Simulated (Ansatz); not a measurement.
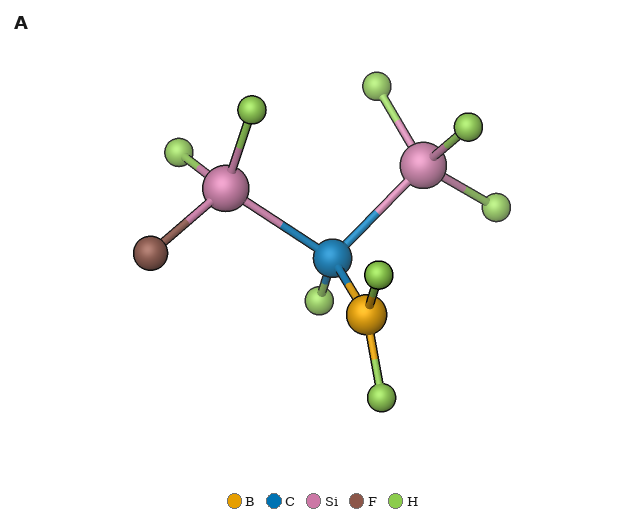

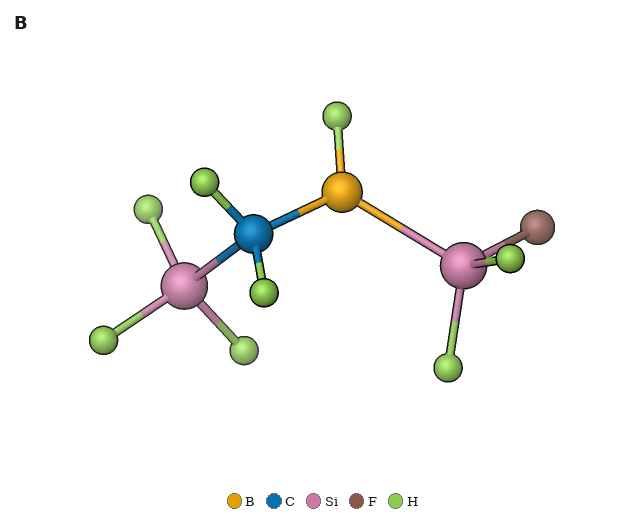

2 stationary structures of one formula. Geometries: PBE0-D4/def2-TZVP. Electronic energies: B2PLYP (frozen core)/def2-TZVPP (Ansatz 0.2.0), without zero-point energy. No frequency run is at hand to confirm each as a minimum. Each is one conformer, not always the lowest.

Which structure is the most stable?

Answer. A is lowest; B lies 39.9 kJ/mol above it. A is `B[C@H]([SiH3])[SiH2]F`, B is `F[SiH2]BC[SiH3]`.
